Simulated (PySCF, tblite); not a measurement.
# C₅H₇FOSi: geometry, infrared bands and NMR shifts

Aim: predict the infrared bands and NMR shifts of C₅H₇FOSi (`C=C[SiH2]/C(F)=C\C=O`).

The runs use tblite 0.8.0 and PySCF 2.14.0, with density-fitted response routines of our own; the level of theory stands in each step. All values are computed, except where a source is named. Atoms are numbered from 0 throughout.

**1. Starting geometry**

15 atoms, charge 0, multiplicity 1; geometry from: force field or distance geometry start.

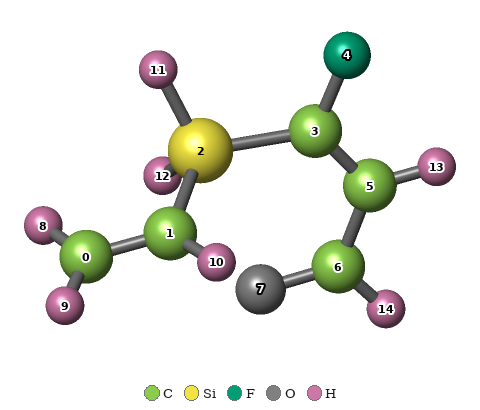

As it starts; carbon green, silicon yellow, fluorine teal, oxygen grey, hydrogen pink, atoms numbered.

**2. Optimising the geometry with GFN2-xTB**

Job settings and geometry (Å):

```
{"job": {"kind": "relax", "xc": "GFN2-xTB", "basis": "xTB"}, "charge": 0, "multiplicity": 1}
C      2.690200     0.064500    -0.541300
C      1.595600    -0.291700     0.167200
Si     0.082300    -0.635200    -0.803900
C     -1.418000    -0.893100     0.181400
F     -1.907300    -2.184300     0.275300
C     -2.047700     0.071100     0.832400
C     -1.546000     1.444200     0.766500
O     -0.521200     1.787700     0.125500
H      2.593700     0.135300    -1.624000
H      3.614700     0.279400    -0.013500
H      1.632100    -0.385200     1.258400
H      0.338300    -1.855700    -1.596900
H     -0.089300     0.488300    -1.763200
H     -2.919200    -0.216200     1.394800
H     -2.102600     2.198800     1.319300
```

Run with:

```
> OMP_NUM_THREADS=1 python probes_run.py task.json out
```

One launch serves the whole session: the jobs run in the order shown.

Standard output:

```text
step      E/eV     max force
  0    -671.86272    3.112
  1    -672.03791    3.184
  2    -672.12515    0.746
  3    -672.15856    0.604
  4    -672.22251    0.495
  5    -672.23950    0.424
  6    -672.25519    0.298
  7    -672.26855    0.296
  8    -672.27987    0.333
  9    -672.29102    0.291
 10    -672.30298    0.277
 11    -672.31449    0.212
 12    -672.32266    0.178
 13    -672.32725    0.163
 14    -672.33069    0.150
 15    -672.33425    0.148
 16    -672.33758    0.136
 17    -672.34026    0.117
 18    -672.34199    0.091
 19    -672.34311    0.082
 20    -672.34400    0.071
 21    -672.34481    0.089
 22    -672.34552    0.088
 23    -672.34609    0.063
 24    -672.34658    0.063
 25    -672.34711    0.055
 26    -672.34768    0.066
 27    -672.34815    0.057
 28    -672.34847    0.052
 29    -672.34877    0.048
 30    -672.34918    0.077
 31    -672.34978    0.095
 32    -672.35050    0.078
 33    -672.35123    0.085
 34    -672.35194    0.079
 35    -672.35265    0.086
 36    -672.35326    0.081
 37    -672.35367    0.051
 38    -672.35395    0.050
 39    -672.35428    0.057
 40    -672.35475    0.090
 41    -672.35532    0.089
 42    -672.35584    0.050
 43    -672.35626    0.051
 44    -672.35669    0.053
 45    -672.35717    0.075
 46    -672.35762    0.059
 47    -672.35793    0.042
 48    -672.35815    0.039
 49    -672.35838    0.045
 50    -672.35859    0.045
 51    -672.35873    0.023
 52    -672.35881    0.019
 53    -672.35885    0.018
 54    -672.35889    0.021
 55    -672.35893    0.015
 56    -672.35896    0.013
 57    -672.35899    0.013
 58    -672.35901    0.013
 59    -672.35903    0.011
 60    -672.35904    0.007
```

Run time: 0.65 s. Hardware: 1 thread of Arm Neoverse N1, shared host; peak memory 0.18 GiB.

Step by step: (not every step is listed)

```
step  energy from step 0 (eV)  largest force (eV/Å)
   0                   0.0000                3.1124
   1                  -0.1752                3.1836
   2                  -0.2624                0.7464
   3                  -0.2958                0.6039
   4                  -0.3598                0.4947
   5                  -0.3768                0.4238
   6                  -0.3925                0.2978
   7                  -0.4058                0.2961
   8                  -0.4171                0.3329
  12                  -0.4599                0.1780
  16                  -0.4749                0.1357
  20                  -0.4813                0.0708
  24                  -0.4839                0.0628
  28                  -0.4858                0.0523
  32                  -0.4878                0.0778
  36                  -0.4905                0.0810
  40                  -0.4920                0.0905
  44                  -0.4940                0.0534
  48                  -0.4954                0.0389
  52                  -0.4961                0.0187
  55                  -0.4962                0.0154
  56                  -0.4962                0.0132
  57                  -0.4963                0.0130
  58                  -0.4963                0.0130
  59                  -0.4963                0.0106
  60                  -0.4963                0.0072
```

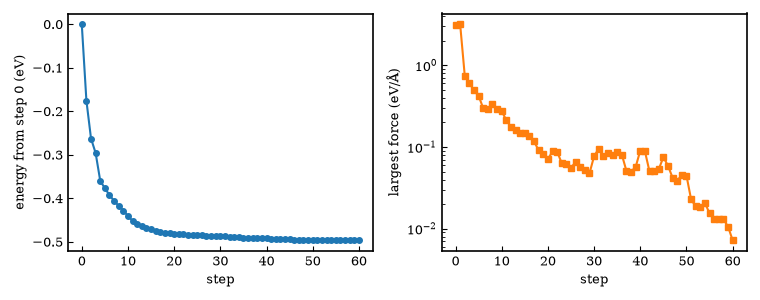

Energy and largest force along the relaxation.

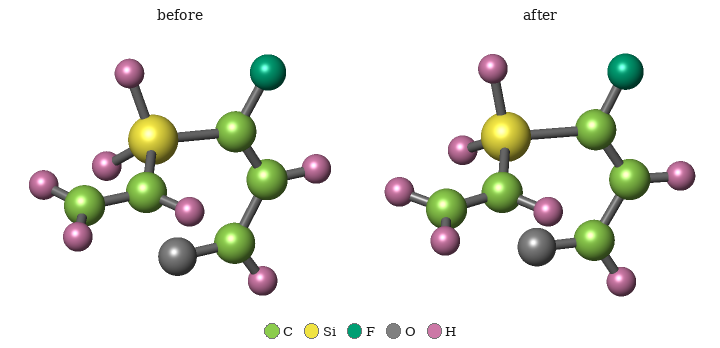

Before and after, at one scale.

Distances of close pairs at the start and the end, largest changes first:

| bond | before (Å) | after (Å) | change (Å) |
| --- | --- | --- | --- |
| Si2–C3 | 1.813 | 1.912 | +0.098 |
| C1–Si2 | 1.831 | 1.883 | +0.053 |
| C3–F4 | 1.384 | 1.336 | -0.048 |
| C6–O7 | 1.257 | 1.216 | -0.040 |
| Si2–H12 | 1.487 | 1.458 | -0.030 |
| C0–C1 | 1.352 | 1.322 | -0.029 |
| C5–C6 | 1.463 | 1.439 | -0.025 |
| C3–C5 | 1.323 | 1.341 | +0.018 |

The next job starts from the end point, and lists it.

**3. Vibrational analysis with GFN2-xTB**

Job settings and geometry (Å):

```
{"job": {"kind": "ir", "xc": "GFN2-xTB", "basis": "xTB"}, "charge": 0, "multiplicity": 1}
C      2.737672     0.104747    -0.434495
C      1.555891    -0.208980     0.069351
Si     0.040978    -0.574736    -0.988344
C     -1.444854    -0.901735     0.168901
F     -1.911950    -2.151892     0.227279
C     -2.027252     0.047377     0.916536
C     -1.472011     1.368763     0.793337
O     -0.535409     1.628420     0.062377
H      2.898045     0.176083    -1.497471
H      3.597914     0.308374     0.185349
H      1.452111    -0.257444     1.147210
H      0.226918    -1.911425    -1.592580
H     -0.319260     0.351412    -2.054881
H     -2.862939    -0.131249     1.576059
H     -1.940267     2.160275     1.399461
```

Standard output:

```text
mode    cm-1     km/mol
  1      31.4      0.11
  2      86.1      0.31
  3      98.0      3.09
  4     159.1     41.20
  5     180.2      9.39
  6     266.0      1.57
  7     288.1      3.83
  8     313.7      5.19
  9     369.7      6.90
 10     422.5      4.99
 11     467.5     10.03
 12     545.5     14.09
 13     588.2    101.47
 14     614.3     19.60
 15     713.3     62.25
 16     734.5    128.18
 17     758.4    176.21
 18     837.0     51.47
 19     851.1    167.10
 20     917.3     13.29
 21     934.0      8.62
 22    1010.9      9.28
 23    1023.0     11.28
 24    1047.6     50.82
 25    1197.3     83.45
 26    1263.0     32.24
 27    1271.4      1.15
 28    1357.7     36.59
 29    1418.7      0.84
 30    1576.1    306.27
 31    1670.7      9.58
 32    1691.5     92.12
 33    2151.6    361.08
 34    2307.4    194.23
 35    2836.5     99.73
 36    3023.1     28.43
 37    3074.9     39.07
 38    3085.9     23.02
 39    3110.5     40.78
```

Run time: 0.83 s. Hardware: 1 thread of Arm Neoverse N1, shared host; peak memory 0.18 GiB.

Which atoms move in the most intense modes:

```
cm⁻¹  km/mol                                  atoms
 588   101.5  H11 35 %, H12 26 %, Si2 11 %, C1 10 %
 734   128.2             Si2 29 %, C1 13 %, C6 13 %
 758   176.2             H11 31 %, C6 21 %, C5 13 %
 851   167.1                     H12 57 %, H11 38 %
1576   306.3              C5 41 %, C3 39 %, C6 11 %
2152   361.1                               H11 96 %
2307   194.2                               H12 96 %
2836    99.7                               H14 93 %
```

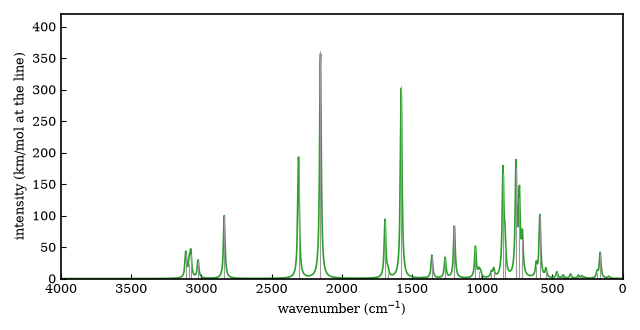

The infrared spectrum from these modes, unscaled. Lines are broadened to a width of 14 cm⁻¹ (Lorentzian).

**4. Nuclear shieldings: PBE0/pcSseg-1**

Settings changed since step 3:

```diff
@@ -1,2 +1,2 @@
-{"job": {"kind": "ir", "xc": "GFN2-xTB", "basis": "xTB"}, "charge": 0, "multiplicity": 1}
+{"job": {"kind": "nmr", "xc": "PBE0", "basis": "pcSseg-1"}, "charge": 0, "multiplicity": 1}
 C      2.737672     0.104747    -0.434495
```

Level: GIAO PBE0/pcSseg-1 NMR shielding, non-relativistic, gas phase.

Standard output:

```text
coarse grid: 13568 points
cycle   1  E = -658.4439606413  dE =  1.118e+00  |g| = 8.590e-01  |ddm| = 3.552e+00
cycle   2  E = -657.9572639230  dE =  4.867e-01  |g| = 1.752e+00  |ddm| = 2.278e+00
cycle   3  E = -658.5820496793  dE = -6.248e-01  |g| = 2.249e-01  |ddm| = 1.814e+00
cycle   4  E = -658.5914450876  dE = -9.395e-03  |g| = 8.676e-02  |ddm| = 2.390e-01
cycle   5  E = -658.5926234134  dE = -1.178e-03  |g| = 2.367e-02  |ddm| = 6.718e-02
cycle   6  E = -658.5927285798  dE = -1.052e-04  |g| = 6.892e-03  |ddm| = 2.095e-02
cycle   7  E = -658.5927381197  dE = -9.540e-06  |g| = 1.880e-03  |ddm| = 6.317e-03
final grid: 128384 points
cycle   8  E = -658.6558574683  dE = -1.019e-05  |g| = 1.294e-02  |ddm| = 2.373e-02
cycle   9  E = -658.6557683662  dE =  8.910e-05  |g| = 2.520e-02  |ddm| = 2.737e-02
cycle  10  E = -658.6558900087  dE = -1.216e-04  |g| = 2.404e-03  |ddm| = 1.941e-02
cycle  11  E = -658.6558913365  dE = -1.328e-06  |g| = 3.417e-04  |ddm| = 2.255e-03
cycle  12  E = -658.6558913518  dE = -1.534e-08  |g| = 1.814e-04  |ddm| = 3.474e-04
cycle  13  E = -658.6558913584  dE = -6.628e-09  |g| = 3.639e-05  |ddm| = 1.424e-04
cycle  14  E = -658.6558913587  dE = -2.967e-10  |g| = 1.333e-05  |ddm| = 4.410e-05
converged SCF energy = -658.6558913587

GIAO shielding tensors (ppm)
atom      isotropic    diamagn.    paramagn.     s11        s22        s33       span
  0 C       44.496     252.641    -208.145    -87.853     54.524    166.817    254.669
  1 C       48.539     261.623    -213.085    -67.052     44.196    168.472    235.524
  2 Si     414.017     879.990    -465.973    383.880    404.606    453.564     69.684
  3 C      -25.983     257.580    -283.563   -147.247     -1.411     70.708    217.955
  4 F      220.884     472.964    -252.080     34.446    183.492    444.715    410.269
  5 C       62.740     262.253    -199.513    -45.563     91.535    142.246    187.809
  6 C      -10.028     248.397    -258.425    -96.964    -39.426    106.307    203.271
  7 O     -273.909     407.440    -681.348   -817.904   -363.970    360.149   1178.053
  8 H       25.552      30.430      -4.878     21.422     25.149     30.086      8.664
  9 H       25.172      28.986      -3.813     21.514     24.848     29.155      7.641
 10 H       25.822      33.323      -7.501     23.082     25.214     29.170      6.088
 11 H       27.098      28.922      -1.824     23.721     26.024     31.549      7.828
 12 H       26.745      29.424      -2.679     24.259     25.191     30.786      6.528
 13 H       25.066      31.307      -6.241     20.898     24.948     29.352      8.454
 14 H       21.995      27.836      -5.841     20.323     22.154     23.506      3.183
```

It took 47 s on 1 thread of Arm Neoverse N1, shared host; peak memory 0.81 GiB.

Shifts follow as δ = σ(reference) − σ, with reference shieldings (ppm) from runs at the same level and on the same kind of geometry: 1H TMS 31.72, 13C TMS 186.9, 29Si TMS 349.2, 19F CFCl3 170.9, 17O H2O 336.1. The references are single molecules in the gas phase, so shifts against H2O, NH3, PH3, H3PO4 or CFCl3 are not on the usual liquid scales and can be off by tens of ppm. Atoms listed in one row are averaged.

| atoms | environment | σ (ppm) | δ (ppm) | δ scaled to CDCl3 |
| --- | --- | --- | --- | --- |
| C3 | β carbon of a C=C–C=O unit | -26.0 | 212.9 | 205.9 |
| C6 | aldehyde carbonyl carbon | -10.0 | 197.0 | 190.3 |
| C0 | terminal =CH2 carbon | 44.5 | 142.4 | 137.1 |
| C1 | alkene CH | 48.5 | 138.4 | 133.2 |
| C5 | α carbon of a C=C–C=O unit | 62.7 | 124.2 | 119.3 |
| H14 | hydrogen on an aldehyde carbonyl carbon | 21.99 | 9.72 | 9.27 |
| H13 | hydrogen on an α carbon of a C=C–C=O unit | 25.07 | 6.65 | 6.38 |
| H9 | hydrogen on a terminal =CH2 carbon | 25.17 | 6.54 | 6.28 |
| H8 | hydrogen on a terminal =CH2 carbon | 25.55 | 6.16 | 5.92 |
| H10 | hydrogen on an alkene CH | 25.82 | 5.90 | 5.66 |
| H11, H12 | hydrogen on a silicon bonded to 2 C | 26.92 | 4.80 | – |
| Si2 | silicon bonded to 2 C, 2 H | 414.0 | -64.9 | – |
| F4 | vinylic fluorine | 220.9 | -49.9 | – |
| O7 | aldehyde oxygen | -273.9 | 610.0 | – |

The scaled column applies a straight-line fit of computed shieldings to shifts measured in CDCl3, and one for carbons that bear F (root-mean-square error 0.16 ppm for H, 1.9 ppm for C).

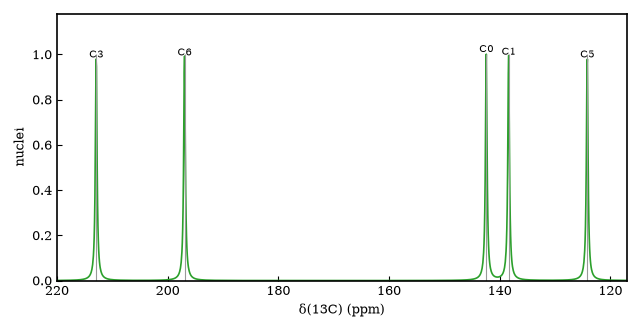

13C lines at the computed shifts, without couplings. Lines are broadened to a width of 0.35 ppm (Lorentzian).

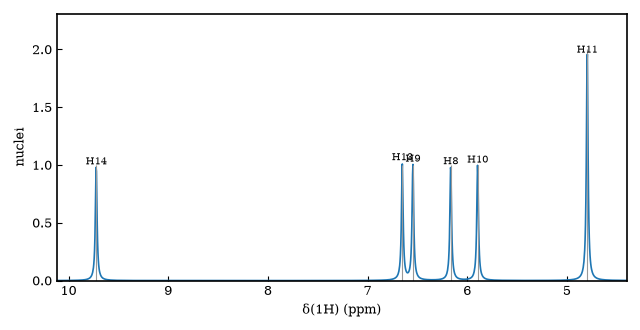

1H lines at the computed shifts, without couplings. Lines are broadened to a width of 0.02 ppm (Lorentzian).

Charges from the same density, by scheme (e):

```csv
atoms,Mulliken,IAO,Hirshfeld,ESP fit
C0,-0.16,-0.28,-0.09,-0.40
C1,-0.46,-0.40,-0.14,-0.20
Si2,0.75,0.76,0.31,0.42
C3,0.06,0.11,0.05,0.18
F4,-0.25,-0.24,-0.06,-0.14
C5,-0.24,-0.27,-0.09,-0.39
C6,0.28,0.24,0.12,0.40
O7,-0.41,-0.40,-0.18,-0.43
```

Hirshfeld charges:

C0 -0.09; C1 -0.14; Si2 0.31; C3 0.05; F4 -0.06; C5 -0.09; C6 0.12; O7 -0.18; H8 0.05; H9 0.05; H10 0.04; H11 -0.10; H12 -0.07; H13 0.06; H14 0.05

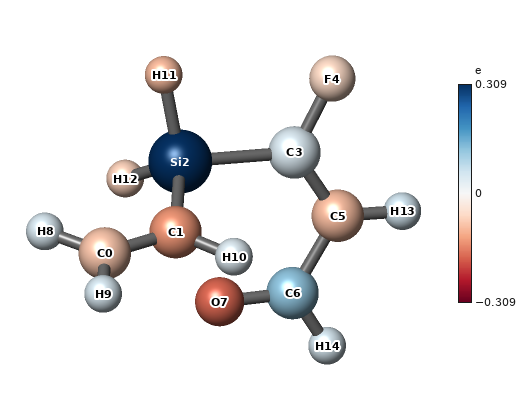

Hirshfeld charges, as colours on the atoms.

Mayer bond orders: C0–C1 2.02, C1–Si2 0.88, Si2–C3 0.82, C3–F4 0.94, C3–C5 1.68, C5–C6 1.09, C6–O7 1.82.

**5. Results**

```
                                                              quantity                                   value
                             strongest single infrared mode (GFN2-xTB)                   2152 cm⁻¹, 361 km/mol
                                          zero-point energy (GFN2-xTB)                           63.3 kcal/mol
                                13C shifts against TMS (PBE0/pcSseg-1)   212.9, 197.0, 142.4, 138.4, 124.2 ppm
1H shifts against TMS (PBE0/pcSseg-1, means over atoms taken as alike)  9.72, 6.65, 6.54, 6.16, 5.90, 4.80 ppm
                               29Si shifts against TMS (PBE0/pcSseg-1)                               -64.9 ppm
                              19F shifts against CFCl3 (PBE0/pcSseg-1)                               -49.9 ppm
                                17O shifts against H2O (PBE0/pcSseg-1)                               610.0 ppm
```

In words: Relaxing lowered the energy by 0.496 eV in 60 steps; the close pair that moved most is Si2–C3, from 1.813 to 1.912 Å. No mode is imaginary among the 39: a minimum at this level. The strongest single mode, at 2152 cm⁻¹, moves mainly H11. GFN2-xTB is a fitted tight-binding method: band positions and strengths are rough. Its intensities can rank the bands wrongly. H14 (hydrogen on an aldehyde carbonyl carbon) lies farthest downfield among hydrogen, at 9.72 ppm; the formyl region, downfield of aromatic protons. At PBE0/pcSseg-1: Shielding is most anisotropic at O7 (span 1178 ppm, paramagnetic term -681 ppm).
